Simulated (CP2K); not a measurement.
**C2H4GaN (SMILES [GaH2][C]1=NC1), run twice**

Aim: energy and gradient of C2H4GaN at GFN0-xTB.

The results are computed with CP2K 2026.2.

2 further runs of the same task are left out: 2 set aside as unsound or not needed.

## (1) The structure to begin with

C2H4GaN has 8 atoms, charge 0, and is taken as a singlet. SMILES: `[GaH2][C]1=NC1`. Geometry: a GFN2-xTB relaxation, a rough one for these elements and not checked as a minimum.

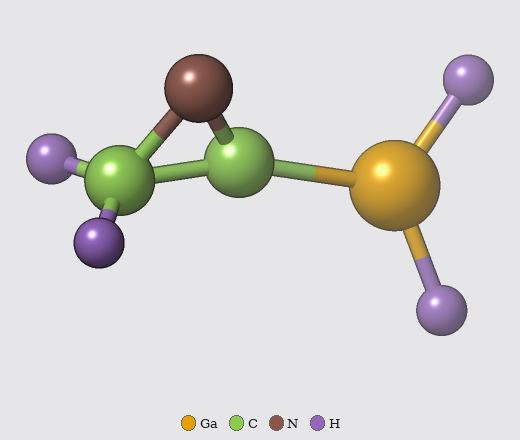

The structure, seen from a chosen angle (gallium amber, carbon green, nitrogen brown, hydrogen purple).

## (2) First attempt

File molecule.xyz:

```xyz
8

Ga    -0.904600     1.545940    -0.208390
C      0.090680    -0.125000     0.169110
N      0.933640    -0.420510     1.070840
C      0.719800    -1.452290     0.039200
H     -1.070820     1.995580    -1.703640
H     -1.454060     2.401290     0.975640
H      1.520040    -1.609260    -0.672660
H      0.165310    -2.335740     0.329890
```

File mol.inp:

```
&global
  project mol
  run_type ENERGY_FORCE
  print_level MEDIUM
&end global

&force_eval
  method Quickstep
  &dft
    &qs
      method PM7
      eps_default 1.0E-10
      &xtb
        gfn_type 0
        check_atomic_charges F
      &end xtb
    &end qs
    &poisson
      periodic NONE
      poisson_solver ANALYTIC
    &end poisson
    &scf
      scf_guess ATOMIC
      eps_scf 1.0E-07
      max_scf 150
      added_mos 4
      &diagonalization
        algorithm STANDARD
      &end diagonalization
      &mixing
        method DIRECT_P_MIXING
        alpha 0.4
      &end mixing
      &smear ON
        method FERMI_DIRAC
        electronic_temperature [K] 300
      &end smear
    &end scf
    &print
      &moments
        periodic F
        reference COM
        max_moment 1
      &end moments
      &mo ON
        energies T
        occupation_numbers T
        ndigits 6
        &each
          qs_scf 0
        &end each
        add_last NUMERIC
      &end mo
      &hirshfeld OFF
      &end hirshfeld
    &end print
  &end dft
  &subsys
    &cell
      abc 15 16.7 14.8
      periodic NONE
    &end cell
    &topology
      coord_file_name molecule.xyz
      coord_file_format XYZ
      &center_coordinates
      &end center_coordinates
    &end topology
  &end subsys
  &print
    &forces ON
    &end forces
  &end print
&end force_eval
```

On the command line:

```bash
$ OMP_NUM_THREADS=1 cp2k.psmp mol.inp > mol.out
```

What it wrote:

```text
*******************************************************************************
 *   ___                                                                       *
 *  /   \                                                                      *
 * [ABORT]                                                                     *
 *  \___/                    invalid value for enumeration:PM7                 *
 *    |                                                                        *
 *  O/|                                                                        *
 * /| |                                                                        *
 * / \                                     input/input_enumeration_types.F:215 *
 *******************************************************************************

 ===== Routine Calling Stack =====

            6 val_create_parsing
            5 section_vals_parse
            4 section_vals_parse
            3 section_vals_parse
            2 section_vals_parse
            1 read_input

Program received signal SIGABRT: Process abort signal.

Backtrace for this error:
#0  0x475df1def957 in ???
#1  0x475e126a4cac in __pthread_kill_implementation
#2  0x475e1264bfb7 in raise
#3  0x475e12635d37 in abort
#4  0x475df24c2d83 in ???
#5  0x475df24c4297 in ???
#6  0x475df24c4497 in ???
#7  0x475df262226f in ???
#8  0x475df263183b in ???
#9  0x475df263367b in ???
#10  0x475df26338f7 in ???
#11  0x475df26338f7 in ???
#12  0x475df26338f7 in ???
#13  0x475df1f09807 in ???
#14  0x475df2774e8b in ???
#15  0x475df2779d0b in ???
#16  0x475df1e90db3 in ???
#17  0x475df1e8ef13 in ???
#18  0x475e12636573 in __libc_start_call_main
#19  0x475e12636657 in __libc_start_main_impl
#20  0x475df1e8f06f in ???
#21  0xffffffffffffffff in ???
```

Wall time 0.32 s (1 thread of Arm Neoverse N1, shared host); peak memory 0.13 GiB.

## (3) What went wrong

The input was rejected.

The telling line is `\___/                    invalid value for enumeration:PM7`. The fault: the keyword for the method is given a word that it doesn't take.

## (4) Second attempt

molecule.xyz is that of step 2.

File qs.inp:

```
&GLOBAL
  PROJECT_NAME qs
  RUN_TYPE ENERGY_FORCE
  PRINT_LEVEL MEDIUM
&END

&FORCE_EVAL
  METHOD QS
  &DFT
    CHARGE 0
    MULTIPLICITY 1
    &QS
      METHOD XTB
      EPS_DEFAULT 1.0E-10
      &XTB
        GFN_TYPE 0
        CHECK_ATOMIC_CHARGES F
      &END
    &END
    &POISSON
      PERIODIC NONE
      POISSON_SOLVER ANALYTIC
    &END
    &SCF
      SCF_GUESS ATOMIC
      EPS_SCF 1.0E-07
      MAX_SCF 150
      ADDED_MOS 4
      &DIAGONALIZATION
        ALGORITHM STANDARD
      &END
      &MIXING
        METHOD DIRECT_P_MIXING
        ALPHA 0.4
      &END
      &SMEAR ON
        METHOD FERMI_DIRAC
        ELECTRONIC_TEMPERATURE [K] 300
      &END
    &END
    &PRINT
      &MOMENTS
        PERIODIC F
        REFERENCE COM
        MAX_MOMENT 1
      &END
      &MO ON
        ENERGIES T
        OCCUPATION_NUMBERS T
        NDIGITS 6
        &EACH
          QS_SCF 0
        &END
        ADD_LAST NUMERIC
      &END
      &HIRSHFELD OFF
      &END
    &END
  &END
  &SUBSYS
    &CELL
      ABC [angstrom] 15 16.7 14.8
      PERIODIC NONE
    &END
    &TOPOLOGY
      COORD_FILE_NAME molecule.xyz
      COORD_FILE_FORMAT XYZ
      &CENTER_COORDINATES
      &END
    &END
  &END
  &PRINT
    &FORCES ON
    &END
  &END
&END
```

On the command line:

```bash
$ OMP_NUM_THREADS=1 cp2k.psmp qs.inp > qs.out
```

What it wrote:

```text
CP2K| version string:                                       CP2K version 2026.2
[...]
 GLOBAL| Method name                                                        CP2K
[...]
 GLOBAL| Run type                                                   ENERGY_FORCE
[...]
                             - Atoms:                                          8
[...]
                             - Spherical basis functions:                     29
[...]
 Number of electrons:                                                         20
[...]
  Fermi energy:                                                -0.33503687679249
[...]
 TB_DIPOLE| Moment [Debye]         -3.24927292       2.10583727      -2.82376160
 TB_DIPOLE| Derivative [a.u.]       0.00000000       0.00000000       0.00000000
[...]
 ENERGY| Total FORCE_EVAL ( QS ) energy [hartree]            -10.581732713019928
 FORCES| Atomic forces [hartree/bohr]
 FORCES|   Atom     x               y               z               |f|
 FORCES|      1 -1.87029129E-03  2.59606056E-03 -2.10480617E-03   3.82984712E-03
 FORCES|      2 -1.23269454E-02  4.52594986E-03 -1.41453703E-02   1.93010183E-02
 FORCES|      3  1.04108456E-02 -1.98089307E-02  4.66674747E-04   2.23829673E-02
 FORCES|      4  1.59223925E-03  1.54837135E-02  1.39269193E-02   2.08863518E-02
 FORCES|      5  3.71437742E-04 -1.10143390E-03  4.35844286E-03   4.51078117E-03
 FORCES|      6  1.73066550E-03 -2.58816033E-03 -2.93573015E-03   4.27928598E-03
 FORCES|      7 -6.29235574E-05  5.84951099E-04 -6.63490719E-05   5.92055202E-04
 FORCES|      8  1.54972223E-04  3.07849915E-04  5.00218786E-04   6.07459294E-04
 FORCES| Sum    -8.13151629E-17  5.62158826E-17  2.49041239E-16
 FORCES| Total atomic force                                       2.67943875E-16
[...]
```

It took 0.4 s on 1 thread of Arm Neoverse N1, shared host; peak memory 0.14 GiB.

## (5) What came out

Level: GFN0-xTB.

| quantity | value |
| --- | --- |
| total energy | -10.58173 Eh |
| dipole moment (from atomic charges alone) | 4.79 D |
| HOMO energy | -11.63 eV |
| LUMO energy | -8.22 eV |
| HOMO–LUMO gap | 3.41 eV |
| dispersion energy | -4.90 kJ/mol |
| largest force on an atom | 1.151 eV/Å |

In words: The dipole comes from point charges on the atoms alone, without atomic dipoles, so it is partial. The largest force is 1.15 eV/Å: the shape isn't a stationary point for this species at this level.
